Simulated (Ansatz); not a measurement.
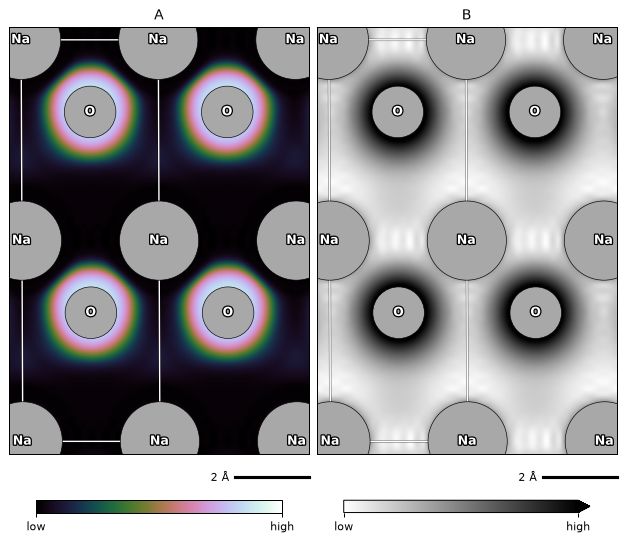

NaAl$_{2}$O$_{3}$: 2 fields on the (11̄0) plane of the conventional cell, with unlabelled colour scales. Grey discs cover the atomic cores.

Space group Cm; a generated structure, not necessarily the stable one; changed on purpose from its base cell (volume × 1.03, shape and atoms relaxed); computed without spin polarisation.

These are results of DFT PBE, scalar-relativistic, plane waves, PAW in Ansatz 0.2.0, not measurements.

Match the panels to the quantities (electron localisation function and valence pseudo-density).

Panel A: electron localisation function. Panel B: valence pseudo-density. From the grid: Na–O (2.70 Å): ρ is about 0.08 e/Å³ halfway, with its minimum of 0.06 e/Å³ about 1.2 Å from Na; the ELF is about 0.10 at the midpoint; no shared electron pair shows on this line.
